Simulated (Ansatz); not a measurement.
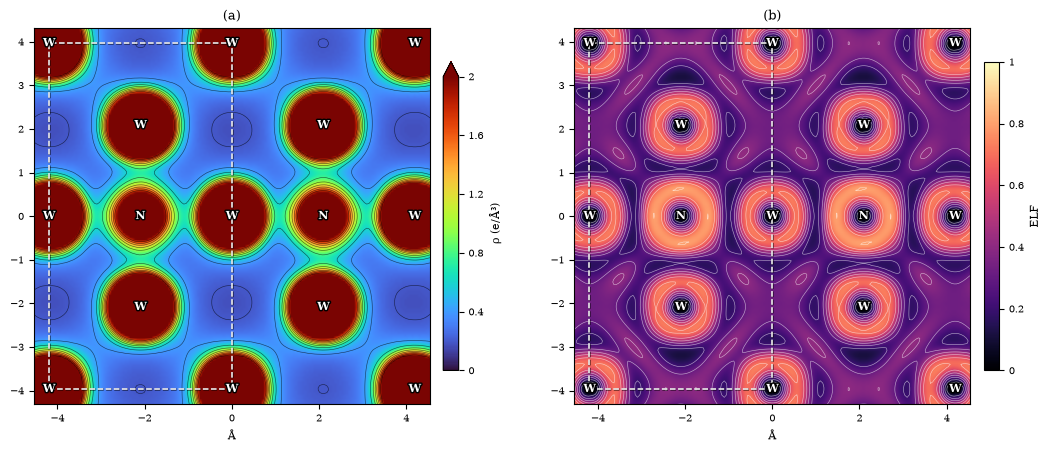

W$_{4}$N. (a) valence pseudo-density; (b) ELF on the (010) plane of the conventional cell.

Space group I4/mmm; a structure generated by program, which may or may not match a known phase; changed on purpose from its base cell (the structure that the rattled cell fell into); computed without spin polarisation.

Method: DFT PBE, scalar-relativistic, plane waves, PAW in Ansatz 0.2.0.

Core electrons are frozen (PAW), and the valence fields are smoothed inside the atomic spheres.

Interpret the plot.

Answer.
- Atoms in the plane: W and N.
- W–N (2.10 Å): the density is about 0.71 e/Å³ at the midpoint; the ELF peaks at about 0.80 in the valence shell of N, 0.6 Å from its nucleus, and is about 0.20 at the midpoint.
- W–W (2.82 Å): the density is about 0.38 e/Å³ at the midpoint; the ELF is about 0.40 at the midpoint.
- W–W (2.96 Å): ρ is about 0.3 e/Å³ halfway; the ELF is about 0.30 at the midpoint (no localised pair shows between them).
- Between the atoms the lowest density in this plane is 0.18 e/Å³.
- The features right at W lie inside the PAW spheres, where the map follows smoothed inner orbitals and isn't to be read closely.
